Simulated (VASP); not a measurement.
Band structure of Rb (bcc). Method: LDA (Ceperley-Alder, Perdew-Zunger), VASP's LDA PAW potentials (set 64) (plane waves; VASP 6.6.1).

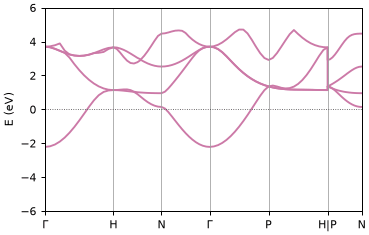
Figure. Bands along high-symmetry lines, zero at the valence-band maximum or, without a gap, the Fermi level

Q: Read the plot: is there a gap, and where are the band edges?

A: It has no gap at this level: it comes out as a metal or semimetal. (Edges off the drawn lines would not show.)

The compound is Rb in the bcc structure. It was relaxed first, which changed the volume by -14 %.
